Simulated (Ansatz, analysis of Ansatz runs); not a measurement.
# Be-H pair in corundum: local vibrational mode, r2SCAN, part 2 of 2

Aim: the local vibrational mode of the Be-H pair in corundum, to be set beside the measurement. Set-up: r2SCAN, 80-site cell, r2SCAN lattice, 500 eV, k: the single point 1/4 1/4 1/4. The model is a cell of 80 host atoms with Be put on another atom's site and H put in between. The frequencies come from force constants among the defect atom and its neighbours, with the masses of the isotopes named. A meta-GGA costs about twice a GGA and mends lattice constants and part of the gap.

Ansatz 0.2.0; r2SCAN, 80-site cell, r2SCAN lattice, 500 eV, k: the single point 1/4 1/4 1/4.

So far: The starting structure; Relaxation, charge 0.

## (2) Relaxation, charge 0 (continued)

Level of this step: plane-wave PAW DFT, r2SCAN; relaxation of all atoms of a defect supercell (Ansatz).

Relaxation path:

```csv
step,energy less that of the first step (eV),largest force component (eV/Å)
1,0.0000,5.5586
2,-1.7005,2.9058
3,-2.6961,1.3720
4,-3.0429,1.0232
5,-3.2259,1.9265
6,-3.4585,1.1840
7,-3.6782,0.6206
8,-3.8542,0.4905
9,-3.9907,0.8269
10,-4.0787,0.9418
11,-4.1701,0.7245
12,-4.2814,0.4055
13,-4.3908,0.4286
14,-4.4910,0.4570
15,-4.5217,0.1691
16,-4.5357,0.3533
17,-4.5449,0.1059
18,-4.5487,0.0539
19,-4.5504,0.0443
20,-4.5517,0.0156
21,-4.5517,0.0057
```

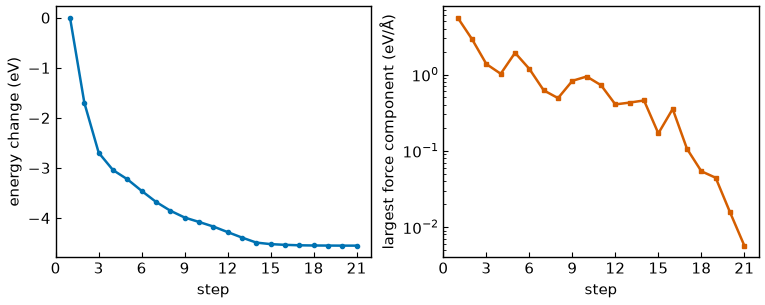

Energy and largest force along the relaxation.

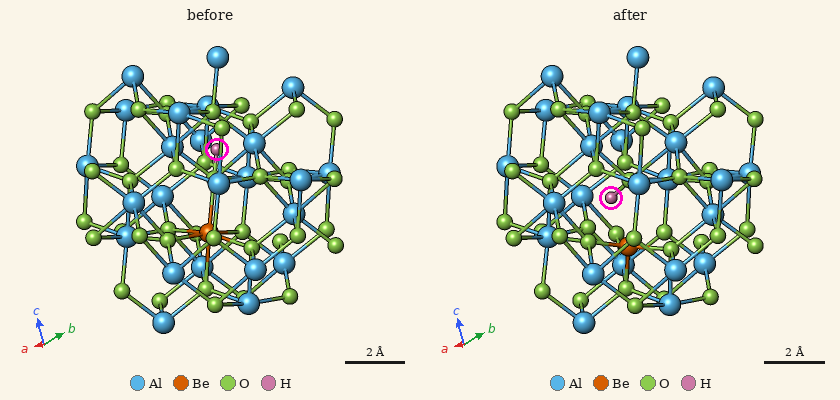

Before and after: the atoms that start within 5 Å of the centre. H81, which moves most, is ringed if it is among them.

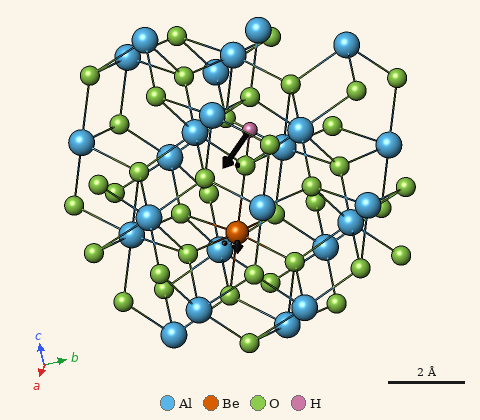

Displacements in the relaxation from the typed sites near the centre, scaled, the mean shift taken out; the longest in the cell stands for 1.94 Å.

The atoms that moved most (Å, from the sites as typed, ahead of the random displacement, the mean shift of all atoms taken out):

```csv
atom,dx,dy,dz,length
H81,1.222,0.619,-1.378,1.943
Be4,0.309,0.463,0.177,0.584
O15,0.102,-0.087,-0.117,0.177
Al3,-0.062,-0.033,0.127,0.146
O28,-0.090,-0.016,-0.070,0.115
O19,-0.039,-0.094,0.015,0.103
Al31,-0.073,-0.020,0.035,0.084
O50,-0.012,-0.014,0.080,0.083
```

The atoms nearest to the centre after the run:

```csv
atom,distance (Å)
O15,0.431
H81,0.996
Be4,1.882
Al32,2.062
Al13,2.181
Al31,2.366
O19,2.420
O28,2.439
```

Neighbours of the added atoms: H81: O15 1.03, O19 1.51, Be4 2.03 Å.

Read from the output:

```yaml
free_energy: -44291.0262 eV
```

The relaxation ends 56 meV an atom lower than the displaced start, with a largest force component of 0.0057 eV/Å.

## (3) Local vibrational modes

A local mode lives on the defect and the atoms next to it, so only the sites listed in the input are displaced, which costs far fewer SCF runs than the whole cell would.

This step: plane-wave PAW DFT, r2SCAN; finite-displacement force constants among the atoms nearest to a defect, the others at rest.

modes/input.yaml reads:

```yaml
crystal:
  lattice:
    - [4.75892972, 2.74756936, 8.66349723]
    - [-4.75892972, 2.74756936, 8.66349723]
    - [0.0, -5.49513871, 8.66349723]
  atoms:
    - { symbol: Al, position: [0.175189943, 0.17464595, 0.180318594] }
    - { symbol: Al, position: [0.071199061, 0.075827385, 0.077203342] }
[... 1 atom line left out ...]
    - { symbol: Be, position: [0.493135368, 0.428629935, 0.376723479] }
[... 8 atom lines left out ...]
    - { symbol: Al, position: [0.323769976, 0.322842248, 0.832649221] }
[... 1 atom line left out ...]
    - { symbol: O, position: [0.278902255, 0.451630117, 0.63113996] }
[... 3 atom lines left out ...]
    - { symbol: O, position: [0.365578055, 0.221000145, 0.540247255] }
[... 6 atom lines left out ...]
    - { symbol: O, position: [0.125123585, 0.775489503, 0.475647849] }
    - { symbol: O, position: [0.47659816, 0.623081846, 0.277845959] }
    - { symbol: O, position: [0.208511507, 0.534199408, 0.374347617] }
[... 2 atom lines left out ...]
    - { symbol: Al, position: [0.16823789, 0.684050926, 0.679822083] }
    - { symbol: Al, position: [0.074249325, 0.576164189, 0.56843931] }
[... 6 atom lines left out ...]
    - { symbol: O, position: [0.371464796, 0.718746806, 0.532077412] }
[... 6 atom lines left out ...]
    - { symbol: O, position: [0.625948742, 0.282320374, 0.468315985] }
[... 34 atom lines left out ...]
    - { symbol: H, position: [0.312227936, 0.35231395, 0.603257014] }
basis:
  ecutwfc: 500
  xc_grid: 2
hamiltonian:
  xc: r2scan
kpoints:
  mp_grid: { grid: [1, 1, 1], shift: [0.25, 0.25, 0.25] }
scf:
  occupations: { method: fermi_dirac, width: 0.01 }
  max_iter: 120
output: {}
checkpoint:
  read: "../relax.run"
phonons:
  supercell: [1, 1, 1]
  displaced_sites: [3, 14, 18, 31, 80]
```

Run with:

```console
ansatz run input.yaml --threads 2 --pin off --max-ram 3768MiB --backend cpu --events-out ev --progress --plain --runs-dir out
```

Numbers of over 12 decimals in the logs are rounded to 6 here.

The log of the run:

```text
[...]
Warning: basis.xc_grid 2: finite-displacement phonons take 5 at the least, and a number is run as typed, so the frequencies can be off [figures from the program's tests cut]
[...]
Crystal: 81 atoms, lattice volume = 679.677 Å³
Basis set: ecut = 500 eV, 17281 PW (Γ), exchange–correlation on 150×150×150 points (8 copies of the dense FFT grid, shifted against one another)
Bands: 273, of which v1, the nominal top of the filled ones, is band 192 counted from 1 (191 counted from 0)
Symmetry: 1 space group operations
k-points: 1
[...]
SCF iter   4: F=-44291.026166 eV  HF=-44291.026166 eV  |F-HF|=7.28e-12  |Δ(HF+E_count)|=  1.53e-10  Δρ=6.62e-8  dr2=2.06e-11  dr2_τ=1.25e-11  ethr=1.00e-12  ⟨swp⟩=4.0  Hψ=805  notcnv=0
SCF 1 converged in 4 iterations: F = -44291.026166 eV  dr2 = 2.06e-11
[...]
SCF 2 converged in 2 iterations: F = -44291.026166 eV  dr2 = 7.95e-13
[...]
symmetry images taken by strict's conditions (phonons.symmetry_images: auto; settled by no image being taken that strict refuses)
  force constants formed among 5 of 81 sites (Be 3, O 14, O 18, Al 31, H 80); the other 76 at rest. The modes move the named sites alone.
  the frequencies, the zero-point energy and the sums are of the block with the acoustic sum rule laid on its rows. Row sums over every site: 1.7e-2 eV/Å² at the most
  transpose residual: 3.1e-4 eV/Å²
  largest component of a force at the reference: 5.7e-3 eV/Å on a named site, 2.2e-3 eV/Å on a site at rest
  frequencies among the named sites at Γ of the cell (cm⁻¹): 312.18 364.16 405.85 419.44 451.88 481.59 519.75 533.18 566.23 613.56 654.80 797.13 1193.72 1281.89 2470.94
  unstable modes among the named sites: 0
  frequencies as built, with no sum rule (cm⁻¹): 312.17 364.25 405.84 419.47 451.81 481.48 519.66 533.14 566.23 613.49 654.87 796.88 1193.69 1281.93 2470.92
  zero-point energy: 0.686023 eV/cell   skipped modes (ω ≤ 0): 0
  not written: the harmonic force-constant file, the file of eigenvectors (these modes' are written with the force constants), the density of states and the dispersion, which are of every site
[key lines of the parts left out:]
SCF converged after 2 iterations
Free energy (F): -44291.026166 eV
Fermi energy:    11.079807 eV
```

Elapsed: 3.8 min, on 2 threads of AMD EPYC 9R45, shared host; peak memory 1.9 GiB; 7.4 min of CPU time.

Reading the cycles: dr2 is the Hartree energy of the density residual (eV), the measure of convergence; HF is the Harris–Foulkes estimate of the energy, which meets the free energy F at convergence.

This step gave:

| Property | Result |
| --- | --- |
| free energy | -44291.0262 eV |

The modes with the largest weight on the probed atoms (the light atom of a pair), for the masses of each isotope. Modes of the displaced atoms (local only where they lie over the host's phonons):

```csv
isotopes,mode (cm⁻¹),share of the defect atoms
H,2471,0.925
H,1282,0.965
H,1194,0.945
D,1814,0.853
D,928,0.87
D,883.2,0.697
```

## (4) Outcome

```yaml
distance_from_the_defect_atom_to_its_nearest_neighbour: 1.030 Å
o_h_stretch_1h: 2471 cm⁻¹
time_of_the_whole_chain: 6.5 min on 2 threads
```

**Reading.** O-H stretch, 1H: computed 2471 cm⁻¹, measured 3060 cm⁻¹; 589 cm⁻¹ (19 %) below the measurement. The computed value is harmonic, while the measured line is the anharmonic fundamental, which for X–H stretches usually lies a few per cent lower. All levels end far under the measured line with a strong hydrogen bond: the site modelled is probably not the measured one. Only the named neighbours move, so modes near the host's band are approximate.

[Logs are printed without paths, hosts, clocks, repeated set-up lines and the standing remarks that a program may print on its own settings, such as how far it seeks lower states.]

[Hosts, paths, dates, database ids (printed as entryN), source tags and the programs' standing remarks are cut or masked in the printed files.]

[For some hosts the program warned that the k-mesh of the response run may be too coarse for force constants and the static dielectric constant; such warnings are not shown here.]
